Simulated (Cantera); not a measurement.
A closed system holds: 1 mol Si, 15 mol HBr, 20 mol N2, 2 mol Br2, held at 1098 K.

Equilibrium computed with Cantera from the NASA thermochemical tables; the gas is ideal and each condensed phase is pure. Candidate condensed phases: Br2, Si, Si3N4; 28 gas species. The tables' values for SiBr3 are old estimates; treat these amounts as uncertain. Equilibrium is a limit: real reactors are often held back by kinetics, nucleation or transport.

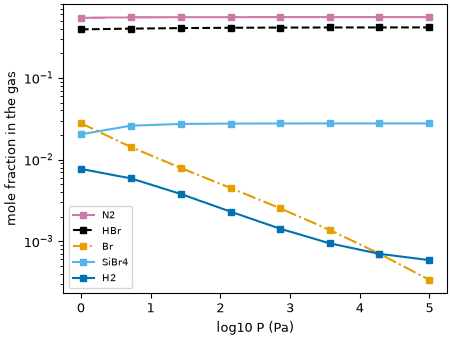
Equilibrium gas composition (values under 1e-9 drawn at 1e-9)

Question: Read off the mole fractions at 1.00 Pa.

Answer: N2 about 0.54, HBr about 0.39, Br about 0.028, SiBr4 about 0.020, H2 about 0.0077.
